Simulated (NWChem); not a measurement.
**CH4O (methanol): levels of theory compared**

We compute a comparison of 6 runs (BLYP/def2-TZVP, PBE/def2-TZVP, revPBE/def2-TZVP, MP2/def2-TZVP, CCSD/def2-TZVP, CCSD(T)/def2-TZVP) of CH4O (methanol). 

The calculation is run with NWChem 7.3.0.

### Step 1. The structure to begin with

CH4O: 6 atoms, total charge 0, spin state singlet. SMILES: `CO`. The O2–H6 distance was set to 1.247 Å, away from the relaxed value.

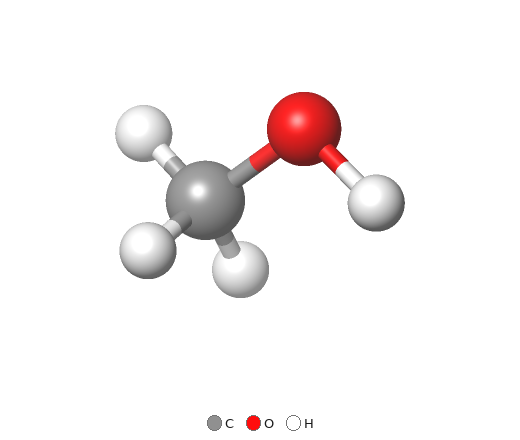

The structure, seen from a chosen angle (carbon grey, oxygen red, hydrogen white).

### Step 2. The energy at BLYP/def2-TZVP (run 1)

run.py reads:

```python
from ase import Atoms
from ase.calculators.nwchem import NWChem

system = Atoms('COHHHH', positions=[
    [-0.291520, -0.408990, -0.305399],
    [-0.368120, 0.114910, 1.000401],
    [-1.067820, -1.169990, -0.390599],
    [0.675680, -0.885190, -0.508899],
    [-0.475820, 0.352810, -1.073099],
    [0.512100, 0.988500, 1.129100],
])

calc = NWChem(
    label='nw',
    theory='dft',
    memory='2200 mb',
    basis='def2-TZVP',
    basispar='spherical bse',
    dft={'xc': 'becke88 lyp', 'mult': '1', 'grid': 'xfine', 'convergence': 'energy 1e-08', 'iterations': '100', 'mulliken': None},
    task='energy',
)
system.calc = calc

e = system.get_potential_energy()
print(f"E = {e:.6f} eV")
print("dipole (e A):", system.get_dipole_moment().round(4))
```

Launch:

```console
export ASE_NWCHEM_COMMAND="nwchem PREFIX.nwi > PREFIX.nwo"
python run.py
```

What it wrote:

```text
E = -3148.242763 eV
dipole (e A): [ 0.2336  0.1144 -0.2234]
```

The calculator wrote nw.nwi:

```
title "nw"

permanent_dir nw

scratch_dir nw

start nw

geometry units angstrom nocenter noautosym noautoz
  C  -2.9152000000000000e-01 -4.0899000000000002e-01 -3.0539899999999998e-01
  O  -3.6812000000000000e-01 1.1491000000000000e-01 1.0004010000000001e+00
  H  -1.0678200000000000e+00 -1.1699900000000001e+00 -3.9059899999999997e-01
  H  6.7567999999999995e-01 -8.8519000000000003e-01 -5.0889899999999999e-01
  H  -4.7582000000000002e-01 3.5281000000000001e-01 -1.0730990000000000e+00
  H  5.1210000000000000e-01 9.8850000000000005e-01 1.1291000000000000e+00
end

memory 2200 mb

basis spherical bse noprint
   * library def2-TZVP
end

dft
  xc becke88 lyp
  mult 1
  grid xfine
  convergence energy 1e-08
  iterations 100
  mulliken
end

task dft energy
```

nw.nwo:

```text
Northwest Computational Chemistry Package (NWChem) 7.3.0
             --------------------------------------------------------

           Job information
           ---------------

    nwchem branch   = 7.3.0
    use scalapack   = T
    input           = nw.nwi
    prefix          = nw.
    data base       = nw/nw.db
    status          = startup
    nproc           =        1

           Memory information
           ------------------

    heap     =     72089598 doubles =      550.0 Mbytes
    stack    =     72089595 doubles =      550.0 Mbytes
    global   =    144179200 doubles =     1100.0 Mbytes (distinct from heap & stack)
    total    =    288358393 doubles =     2200.0 Mbytes
    verify   = yes
    hardfail = no

[... 98 lines left out ...]
  convergence criterion.
[... 18 lines left out ...]
          Convergence on density requested:  1.00D-05
[... 21 lines left out ...]
          Convergence Information
[... 62 lines left out ...]
   convergence    iter        energy       DeltaE   RMS-Dens  Diis-err    time
[... 22 lines left out ...]
           Coulomb energy =       95.447557151190
[... 7 lines left out ...]
                       DFT Final Molecular Orbital Analysis
[... 633 lines left out ...]
 center of mass
 --------------
 x =  -0.57500557 y =  -0.22359354 z =   0.67776429

 moments of inertia (a.u.)
 ------------------
          74.696135910789          -2.137057993293           0.556417230255
          -2.137057993293          64.962331847632         -22.692373902730
           0.556417230255         -22.692373902730          26.331260215534

     Multipole analysis of the density
     ---------------------------------

     L   x y z        total         alpha         beta         nuclear
     -   - - -        -----         -----         ----         -------
     0   0 0 0     -0.000000     -9.000000     -9.000000     18.000000

     1   1 0 0      0.441517      4.992260      4.992260     -9.543003
[... 8 lines of this table left out ...]
     2   0 0 2    -11.284971    -26.004663    -26.004663     40.724355

 Task  times  cpu:       14.2s     wall:       14.2s
 Total times  cpu:       14.2s     wall:       14.2s
```

It took 15 s on 1 thread of AMD EPYC 9R45 (Zen 5), shared host; peak memory 0.14 GiB.

### Step 3. The energy at PBE/def2-TZVP (run 2)

run.py reads:

```python
from ase import Atoms
from ase.calculators.nwchem import NWChem

mol = Atoms(['C', 'O', 'H', 'H', 'H', 'H'], positions=[
    [-0.291520, -0.408990, -0.305399],
    [-0.368120, 0.114910, 1.000401],
    [-1.067820, -1.169990, -0.390599],
    [0.675680, -0.885190, -0.508899],
    [-0.475820, 0.352810, -1.073099],
    [0.512100, 0.988500, 1.129100],
])

calc = NWChem(
    label='geom',
    theory='dft',
    memory='2200 mb',
    basis='def2-TZVP',
    basispar='spherical bse',
    dft={'xc': 'xpbe96 cpbe96', 'mult': '1', 'grid': 'xfine', 'convergence': 'energy 1e-08', 'iterations': '100', 'mulliken': None},
    task='energy',
)
mol.calc = calc

e = mol.get_potential_energy()
print(f"E = {e:.6f} eV")
print("dipole (e A):", mol.get_dipole_moment().round(4))
```

Launch:

```console
export ASE_NWCHEM_COMMAND="nwchem PREFIX.nwi > PREFIX.nwo"
python run.py
```

What it wrote:

```text
E = -3145.412484 eV
dipole (e A): [ 0.2366  0.1203 -0.2166]
```

The calculator wrote geom.nwi:

```
title "geom"

permanent_dir geom

scratch_dir geom

start geom

geometry units angstrom nocenter noautosym noautoz
  C  -2.9152000000000000e-01 -4.0899000000000002e-01 -3.0539899999999998e-01
  O  -3.6812000000000000e-01 1.1491000000000000e-01 1.0004010000000001e+00
  H  -1.0678200000000000e+00 -1.1699900000000001e+00 -3.9059899999999997e-01
  H  6.7567999999999995e-01 -8.8519000000000003e-01 -5.0889899999999999e-01
  H  -4.7582000000000002e-01 3.5281000000000001e-01 -1.0730990000000000e+00
  H  5.1210000000000000e-01 9.8850000000000005e-01 1.1291000000000000e+00
end

memory 2200 mb

basis spherical bse noprint
   * library def2-TZVP
end

dft
  xc xpbe96 cpbe96
  mult 1
  grid xfine
  convergence energy 1e-08
  iterations 100
  mulliken
end

task dft energy
```

geom.nwo:

```text
Northwest Computational Chemistry Package (NWChem) 7.3.0
             --------------------------------------------------------

           Job information
           ---------------

    nwchem branch   = 7.3.0
    use scalapack   = T
    input           = geom.nwi
    prefix          = geom.
    data base       = geom/geom.db
    status          = startup
    nproc           =        1

           Memory information
           ------------------

    heap     =     72089598 doubles =      550.0 Mbytes
    stack    =     72089595 doubles =      550.0 Mbytes
    global   =    144179200 doubles =     1100.0 Mbytes (distinct from heap & stack)
    total    =    288358393 doubles =     2200.0 Mbytes
    verify   = yes
    hardfail = no

[... 100 lines left out ...]
  convergence criterion.
[... 18 lines left out ...]
          Convergence on density requested:  1.00D-05
[... 22 lines left out ...]
          Convergence Information
[... 62 lines left out ...]
   convergence    iter        energy       DeltaE   RMS-Dens  Diis-err    time
[... 22 lines left out ...]
           Coulomb energy =       95.428710204594
[... 7 lines left out ...]
                       DFT Final Molecular Orbital Analysis
[... 633 lines left out ...]
 center of mass
 --------------
 x =  -0.57500557 y =  -0.22359354 z =   0.67776429

 moments of inertia (a.u.)
 ------------------
          74.696135910789          -2.137057993293           0.556417230255
          -2.137057993293          64.962331847632         -22.692373902730
           0.556417230255         -22.692373902730          26.331260215534

     Multipole analysis of the density
     ---------------------------------

     L   x y z        total         alpha         beta         nuclear
     -   - - -        -----         -----         ----         -------
     0   0 0 0     -0.000000     -9.000000     -9.000000     18.000000

     1   1 0 0      0.447188      4.995096      4.995096     -9.543003
[... 8 lines of this table left out ...]
     2   0 0 2    -11.163151    -25.943753    -25.943753     40.724355

 Task  times  cpu:       14.5s     wall:       14.5s
 Total times  cpu:       14.5s     wall:       14.5s
```

Wall time 16 s (1 thread of AMD EPYC 9R45 (Zen 5), shared host); peak memory 0.14 GiB.

Run 3 isn't shown in full; the table further down has it.

### Step 4. A single-point energy at MP2/def2-TZVP (run 4)

ch4o.nw reads:

```
start ch4o
title "CH4O mp2"
memory stack 880 mb heap 220 mb global 1100 mb

geometry noautosym nocenter noautoz
  C       -0.291520      -0.408990      -0.305399
  O       -0.368120       0.114910       1.000401
  H       -1.067820      -1.169990      -0.390599
  H        0.675680      -0.885190      -0.508899
  H       -0.475820       0.352810      -1.073099
  H        0.512100       0.988500       1.129100
end

basis spherical bse
  C library def2-TZVP
  O library def2-TZVP
  H library def2-TZVP
end

scf
  nopen 0
  rhf
  thresh 1e-08
  maxiter 80
  print low
end

mp2
  freeze core 2
  tight
end

task mp2
```

Launch:

```console
nwchem ch4o.nw > ch4o.out
```

What it wrote:

```text
[...]
  functions       =    86
[...]
  wavefunction    = RHF
[...]
         Total SCF energy =   -115.037001673767
      One-electron energy =   -234.870051067718
      Two-electron energy =     80.600738086547
 Nuclear repulsion energy =     39.232311307403
        Time for solution =      6.1s
[...]
          Total MP2 energy          -115.464914685502
[...]
```

Wall time 7.8 s (1 thread of AMD EPYC 9R45 (Zen 5), shared host); peak memory 0.18 GiB.

Run 5 isn't shown in full; the table further down has it.

### Step 5. The energy at CCSD(T)/def2-TZVP (run 6)

ch4o.nw reads:

```
start ch4o
memory 2200 mb

geometry units atomic noautosym nocenter noautoz
  C     -0.55089296    -0.77287909    -0.57712047
  O     -0.69564598     0.21714843     1.89048390
  H     -2.01788735    -2.21096067    -0.73812513
  H      1.27685015    -1.67276667    -0.96167974
  H     -0.89916948     0.66671427    -2.02786321
  H      0.96772875     1.86799427     2.13368977
end

basis spherical bse
  C library def2-TZVP
  O library def2-TZVP
  H library def2-TZVP
end

scf
  thresh 1e-08
  maxiter 80
end

ccsd
  freeze core 2
  maxiter 60
end

task ccsd(t) energy
```

Launch:

```console
nwchem ch4o.nw > ch4o.out
```

What it wrote:

```text
[...]
  functions       =    86
[...]
  wavefunction    = RHF
[...]
         Total SCF energy =   -115.037001645454
      One-electron energy =   -234.870045659415
      Two-electron energy =     80.600735499493
 Nuclear repulsion energy =     39.232308514469
        Time for solution =      6.6s
[...]
 Total MP2 energy:           -115.464914666667269
[...]
             energy      energy      error      ampl     ampl      Block
                                                time     time      time
[...]
 Total CCSD energy:           -115.484797291293006
[...]
 Total CCSD+T(CCSD) energy:           -115.500959583709175
[...]
 Total CCSD(T) energy:                -115.500355614753232
[...]
```

Run time: 53 s. Hardware: 1 thread of AMD EPYC 9R45 (Zen 5), shared host; peak memory 0.2 GiB.

### Step 6. The series

```csv
run,level,integration grid,iteration cap,energy (Eh),HOMO energy (eV),LUMO energy (eV),HOMO–LUMO gap (eV),wall time
1,BLYP/def2-TZVP,xfine,100,-115.695789,-5.92,-1.56,4.36,15 s
2,PBE/def2-TZVP,xfine,100,-115.591778,-5.96,-1.52,4.44,16 s
3,revPBE/def2-TZVP,xfine,100,-115.696269,–,–,–,15 s
4,MP2/def2-TZVP,–,80,-115.464915,–,–,–,7.8 s
5,CCSD/def2-TZVP,–,80,-115.484797,-12.11,2.84,14.94,47 s
6,CCSD(T)/def2-TZVP,–,80,-115.500356,-12.11,2.84,14.94,53 s
```

### Step 7. Results

| quantity | value |
| --- | --- |
| run 6: total energy | -115.50036 Eh |
| run 6: HOMO energy (Hartree–Fock orbitals) | -12.11 eV |
| run 6: LUMO energy (Hartree–Fock orbitals) | 2.84 eV |
| run 6: HOMO–LUMO gap (Hartree–Fock orbitals) | 14.94 eV |
| run 6: correlation energy (2 core orbitals frozen) | -463.4 mEh |
| run 6: (T) correction | -15.56 mEh |

What this shows: Over runs 1, 2, 3 the dipole moment (its size) runs from 1.61 D (revPBE/def2-TZVP) to 1.65 D (BLYP/def2-TZVP). Totals of different functionals can't be ranked against each other. All runs together took 2.6 min, the longest 53 s.
